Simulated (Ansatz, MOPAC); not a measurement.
# BCl2 (SMILES Cl[B]Cl): the zero-point energy at each level's own minimum, rung by rung

BCl2, doublet, SMILES `Cl[B]Cl`. Each level relaxes the structure for itself.

Each level gives the zero-point energy at each level's own minimum (kJ/mol). The values are calculated.

| level | kind | program | value (kJ/mol) |
| --- | --- | --- | --- |
| MNDOD | semi-empirical | MOPAC | 13.4 |
| PM6-D3 | semi-empirical | MOPAC | 10.9 |
| PM6-D3H4 | semi-empirical | MOPAC | 10.9 |
| PM6-DH+ | semi-empirical | MOPAC | 10.9 |
| UHF/STO-3G | Hartree–Fock | Ansatz | 13.4 |
| UHF/3-21G | Hartree–Fock | Ansatz | 11.1 |
| UHF/6-31G* (Cartesian functions) | Hartree–Fock | Ansatz | 12.4 |
| USVWN5/def2-TZVP | LDA | Ansatz | 11.9 |
| UPBE/def2-SVP | GGA | Ansatz | 11.7 |
| U-r2SCAN/def2-TZVP | meta-GGA | Ansatz | 11.8 |

Harmonic and unscaled. The values span 10.9 to 13.4 kJ/mol. Without the sets that lack polarisation functions the rows with a basis span only 11.7 to 12.4 kJ/mol.

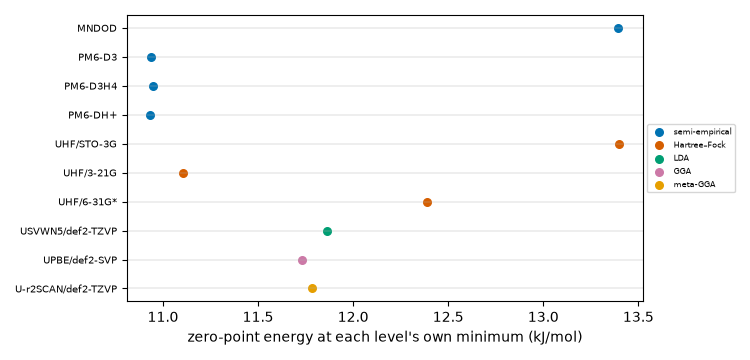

The values of the table, level by level.
